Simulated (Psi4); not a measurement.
**BF3 (boron trifluoride): BHLYP/aug-cc-pVDZ**

What is the vertical electron affinity of BF3 (boron trifluoride) at BHLYP/aug-cc-pVDZ? 

Program for the calculation: Psi4 1.11.

1 further run of the same task is left out (it didn't finish).

### Step 1. The structure to begin with

BF3: 4 atoms, total charge 0, spin state singlet. SMILES: `FB(F)F`. Geometry: relaxed at PBE0-D4/def2-TZVP.

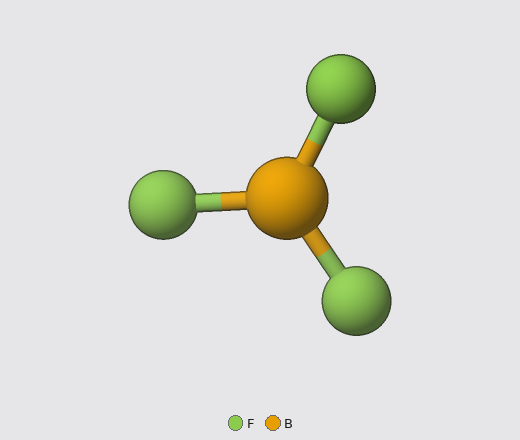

The structure, seen from a chosen angle (fluorine green, boron amber).

### Step 2. Energy and gradient at BHLYP/aug-cc-pVDZ

bf3.json reads:

```json
{
  "schema_name": "qcschema_input",
  "schema_version": 1,
  "molecule": {
    "schema_name": "qcschema_molecule",
    "schema_version": 2,
    "symbols": ["F", "B", "F", "F"],
    "geometry": [1.02776535, 0.39824088, 2.21906759, 3.779e-05, 0.0, 1.89e-05, -0.50109868, -2.31209881, -0.73627509, -0.52672336, 1.91385793, -1.4827925],
    "molecular_charge": 0,
    "molecular_multiplicity": 1,
    "fix_symmetry": "c1"
  },
  "driver": "gradient",
  "model": {
    "method": "bhhlyp",
    "basis": "aug-cc-pVDZ"
  },
  "keywords": {
    "reference": "rks",
    "puream": true,
    "e_convergence": 1e-09,
    "d_convergence": 1e-08,
    "scf_type": "pk",
    "dft_radial_points": 99,
    "dft_spherical_points": 590,
    "scf_properties": ["LOWDIN_CHARGES", "DIPOLE", "MULLIKEN_CHARGES"]
  }
}
```

Command:

```
$ psi4 --qcschema bf3.json -n 1 --memory 2200MB
```

stdout:

```text
[...]
  Running in c1 symmetry.
[...]
  Nuclear repulsion =  111.109146357298144
[...]
  Multiplicity = 1
[...]
  Nalpha       = 16
  Nbeta        = 16
[...]
    Number of basis functions: 92
[...]
   @RKS iter   1:  -324.38434211588384   -6.30688e-01   6.02176e-03 DIIS/ADIIS
[...]
   @RKS iter   9:  -324.47843568102081   -2.72848e-12   3.29901e-09 DIIS
[...]
    Orbital Energies [Eh]
    ---------------------
    Doubly Occupied:
       1A    -25.372123     2A    -25.372105     3A    -25.372100
       4A     -7.281090     5A     -1.452769     6A     -1.412018
       7A     -1.412010     8A     -0.724541     9A     -0.683740
      10A     -0.683735    11A     -0.637157    12A     -0.572540
      13A     -0.572538    14A     -0.560661    15A     -0.560655
      16A     -0.532527
[...]
  @RKS Final Energy:  -324.47843568102081
   => Energetics <=
    Nuclear Repulsion Energy =            111.1091463572981439
    One-Electron Energy =                -671.5556275086094047
    Two-Electron Energy =                 254.3353574635592054
    DFT Exchange-Correlation Energy =     -18.3673119932687783
    Empirical Dispersion Energy =           0.0000000000000000
    VV10 Nonlocal Energy =                  0.0000000000000000
    Total Energy =                       -324.4784356810208124
[...]
 Multipole Moments:
 ------------------------------------------------------------------------------------
     Multipole            Electronic (a.u.)      Nuclear  (a.u.)        Total (a.u.)
 ------------------------------------------------------------------------------------
 L = 1.  Multiply by 2.5417464519 to convert [e a0] to [Debye]
 Dipole X            :          0.0000756           -0.0000102            0.0000653
 Dipole Y            :          0.0000022           -0.0000000            0.0000022
 Dipole Z            :          0.0000391           -0.0000034            0.0000356
 Magnitude           :                                                    0.0000745
[...]
  Mulliken Charges: (a.u.)
   Center  Symbol    Alpha    Beta     Spin     Total
       1     F     4.69452  4.69452  0.00000 -0.38905
       2     B     1.91642  1.91642  0.00000  1.16717
       3     F     4.69453  4.69453  0.00000 -0.38906
       4     F     4.69453  4.69453  0.00000 -0.38906
   Total alpha = 16.00000, Total beta = 16.00000, Total charge =  0.00000
  Lowdin Charges: (a.u.)
   Center  Symbol    Alpha    Beta     Spin     Total
       1     F     4.46293  4.46293  0.00000  0.07415
       2     B     2.61121  2.61121  0.00000 -0.22242
[...]
  -Total Gradient:
     Atom            X                  Y                   Z
    ------   -----------------  -----------------  -----------------
       1       -0.001267759769    -0.000490971948    -0.002730654097
       2        0.000012144590     0.000001186708     0.000007039794
       3        0.000616200481     0.002844531887     0.000911816254
       4        0.000639172512    -0.002361086042     0.001812300934
[...]
```

The result, in JSON:

```text
{
 "driver": "gradient",
 "model": {
  "method": "bhhlyp",
  "basis": "aug-cc-pVDZ"
 },
 "success": true,
 "return_result": [-0.0012677597693290937, -0.0004909719475371631, -0.0027306540965047754, 1.2144590033940446e-05, 1.1867077585840396e-06, 7.039793794130531e-06, 0.0006162004814188604, 0.00284453188673614, 0.0009118162542092953, 0.0006391725122720585, -0.002361086041768129, 0.0018123009337029095],
 "properties": {
  "calcinfo_nbasis": 92,
  "calcinfo_nmo": 92,
  "calcinfo_nalpha": 16,
  "calcinfo_nbeta": 16,
  "calcinfo_natom": 4,
  "nuclear_repulsion_energy": 111.10914635729814,
  "return_energy": -324.4784356810208,
  "return_gradient": [-0.0012677597693290937, -0.0004909719475371631, -0.0027306540965047754, 1.2144590033940446e-05, 1.1867077585840396e-06, 7.039793794130531e-06, 0.0006162004814188604, 0.00284453188673614, 0.0009118162542092953, 0.0006391725122720585, -0.002361086041768129, 0.0018123009337029095],
  "scf_one_electron_energy": -671.5556275086094,
  "scf_two_electron_energy": 254.3353574635592,
  "scf_xc_energy": -18.36731199326878,
  "scf_dipole_moment": [6.53490515120092e-05, 2.192060529093709e-06, 3.5645567177500226e-05],
  "scf_total_energy": -324.4784356810208,
  "scf_total_gradient": [-0.0012677597693290937, -0.0004909719475371631, -0.0027306540965047754, 1.2144590033940446e-05, 1.1867077585840396e-06, 7.039793794130531e-06, 0.0006162004814188604, 0.00284453188673614, 0.0009118162542092953, 0.0006391725122720585, -0.002361086041768129, 0.0018123009337029095],
  "scf_iterations": 9
 }
}
```

It took 33 s on 1 thread of Intel Xeon at 2.50GHz (Skylake/Cascade Lake), shared host; peak memory 0.93 GiB.

### Step 3. The doublet anion at the same level

bf3.inp reads:

```
memory 2200 mb

molecule {
  -1 2
  F      0.543870     0.210740     1.174280
  B      0.000020     0.000000     0.000010
  F     -0.265170    -1.223510    -0.389620
  F     -0.278730     1.012770    -0.784660
  symmetry c1
  no_reorient
  no_com
}

set basis aug-cc-pVDZ
set reference uks
set puream true
set e_convergence 1e-09
set d_convergence 1e-08
set scf_type pk
set dft_radial_points 99
set dft_spherical_points 590
set maxiter 100

e_tot, wfn = gradient("bhhlyp", return_wfn=True)
```

Command:

```
$ psi4 bf3.inp bf3.out -n 1
```

bf3.out:

```text
[...]
  Running in c1 symmetry.
[...]
  Nuclear repulsion =  111.109146270774374
[...]
  Multiplicity = 2
[...]
  Nalpha       = 17
  Nbeta        = 16
[...]
    Number of basis functions: 92
[...]
   @UKS iter   1:  -324.21179949244635   -4.58145e-01   7.02714e-03 ADIIS/DIIS
[...]
   @UKS iter  24:  -324.43479506192040    4.95561e-10   7.33859e-09 DIIS
[...]
   @S^2 Observed:                7.500927625E-01
[...]
    Orbital Energies [Eh]
    ---------------------
    Alpha Occupied:
       1A    -25.228427     2A    -25.228407     3A    -25.228403
       4A     -7.137436     5A     -1.310331     6A     -1.269877
       7A     -1.269869     8A     -0.583192     9A     -0.542253
      10A     -0.542248    11A     -0.494947    12A     -0.431119
      13A     -0.431116    14A     -0.420177    15A     -0.420171
      16A     -0.390995    17A      0.067592
    Alpha Virtual:
      18A      0.114055    19A      0.134469    20A      0.134474
      21A      0.219139    22A      0.270768    23A      0.282463
      24A      0.282468    25A      0.328220    26A      0.328222
[...]
  @UKS Final Energy:  -324.43479506192040
   => Energetics <=
    Nuclear Repulsion Energy =            111.1091462707743744
    One-Electron Energy =                -676.0669415413819934
    Two-Electron Energy =                 258.9380426768102552
    DFT Exchange-Correlation Energy =     -18.4150424681230014
    Empirical Dispersion Energy =           0.0000000000000000
    VV10 Nonlocal Energy =                  0.0000000000000000
    Total Energy =                       -324.4347950619203971
[...]
 Multipole Moments:
 ------------------------------------------------------------------------------------
     Multipole            Electronic (a.u.)      Nuclear  (a.u.)        Total (a.u.)
 ------------------------------------------------------------------------------------
 L = 1.  Multiply by 2.5417464519 to convert [e a0] to [Debye]
 Dipole X            :          0.0050870           -0.0003213            0.0047658
 Dipole Y            :         -0.0003479            0.0000000           -0.0003479
 Dipole Z            :         -0.0022267            0.0000945           -0.0021322
 Magnitude           :                                                    0.0052326
[...]
  -Total Gradient:
     Atom            X                  Y                   Z
    ------   -----------------  -----------------  -----------------
       1       -0.003132877531    -0.001207855304    -0.006724293528
       2        0.000048761248    -0.000001548000    -0.000009827984
       3        0.001506472852     0.007012640223     0.002244684810
       4        0.001575752666    -0.005809437764     0.004490794860
[...]
```

Wall time 65 s (1 thread of Intel Xeon at 2.50GHz (Skylake/Cascade Lake), shared host); peak memory 0.93 GiB.

### Step 4. Outcome

At BHLYP/aug-cc-pVDZ:

| quantity | value |
| --- | --- |
| singlet BF3: total energy | -324.47844 Eh |
| singlet BF3: dipole moment | 0.00 D |
| singlet BF3: HOMO energy | -14.49 eV |
| singlet BF3: LUMO energy | 0.16 eV |
| singlet BF3: HOMO–LUMO gap | 14.65 eV |
| singlet BF3: largest force on an atom | 0.157 eV/Å |
| doublet anion: total energy | -324.43480 Eh |
| doublet anion: HOMO energy (highest over α and β) | 1.84 eV |
| doublet anion: LUMO energy (lowest over α and β) | 3.10 eV |
| doublet anion: ⟨S²⟩ | 0.750 |
| doublet anion: largest force on an atom | 0.386 eV/Å |
| vertical electron affinity (to the doublet anion) | -1.188 eV |

What this shows: The anion lies 1.19 eV (115 kJ/mol) above the neutral: the electron isn't bound at this level, and such a value depends on the basis. The HOMO (doublet anion) lies at positive energy, 1.84 eV; only total energies tell whether the electron is bound.
